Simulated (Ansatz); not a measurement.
**Profile along the B–N line in BN (wurtzite)**

BN (wurtzite)

Space group P6₃mc (No. 186); a = 2.5440 Å, b = 2.5440 Å, c = 4.2077 Å, α = 90.00°, β = 90.00°, γ = 120.00°

| atom | site | symmetry | x | y | z |
|---|---|---|---|---|---|
| B | 2b | 3m. | 0.3333 | 0.6667 | 0.4999 |
| N | 2b | 3m. | 0.3333 | 0.6667 | 0.1253 |

Fields along a shortest B–N line of a (1 -1 0 0) plane (1.58 Å), from B to N, interpolated on the slice's grid (step about 0.2 Å). The numbers are results of r2SCAN (plane waves to 500 eV, PAW, scalar-relativistic; Ansatz, an electronic-structure program), not measurements. k mesh 15×15×8. These are valence fields of a PAW run, semicore shells included where kept as valence: close to a nucleus they are smooth pseudo fields. BN was relaxed with its symmetry unable to fall.

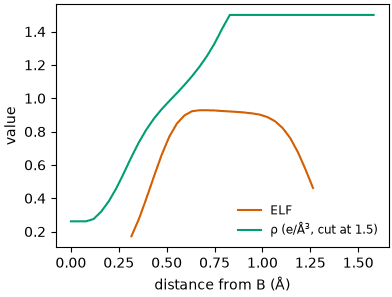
Figure. ELF (away from the nuclei) and valence density from B to N.

Density on the B–N line (1.58 Å) at its midpoint: 1.42 e/Å³. ELF at that point: 0.9. ELF maximum in the middle third of the B–N line: 0.93, 0.7 Å from B.
